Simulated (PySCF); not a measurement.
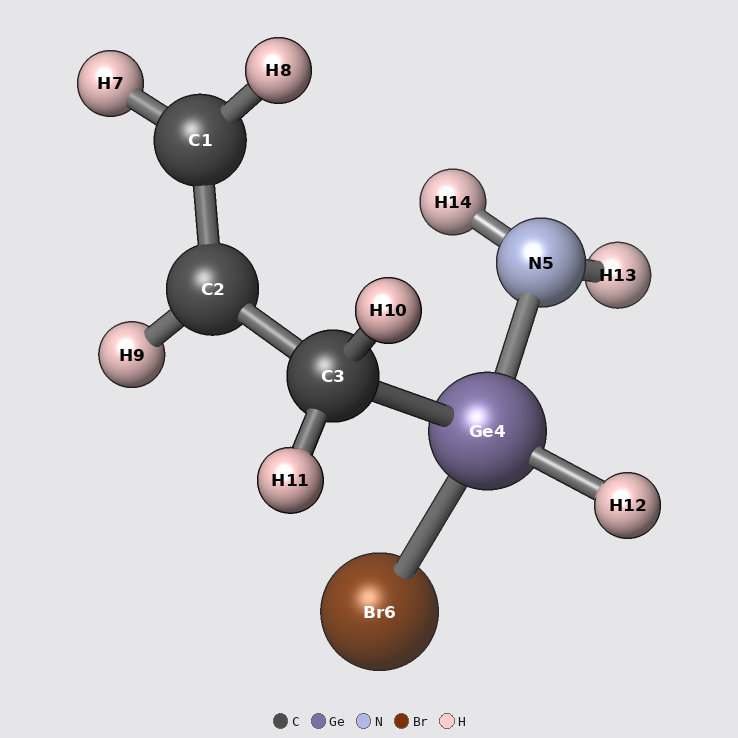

The geometry was computed by an optimisation with PBE0-D3(BJ)/def2-SVP. No frequency run is at hand to confirm it as a minimum. Properties computed with B3LYP/pcJ-1 (pcSseg-1 on Br) (pcSseg-1 on Ge) indirect spin-spin coupling, non-relativistic, gas phase (PySCF 2.14.0). Isotopes: 13C, 1H, 15N.

Give the spin–spin coupling constants of these pairs, with the number of bonds between them: N5/H13, N5/H14, C3/N5, N5/H12, N5/H11.

```tsv
pair	bonds apart	J (Hz)
N5, H13	1	−74.7
N5, H14	1	−74.1
C3, N5	2	−2.6
N5, H12	2	−12.5
N5, H11	3	−2.6
```
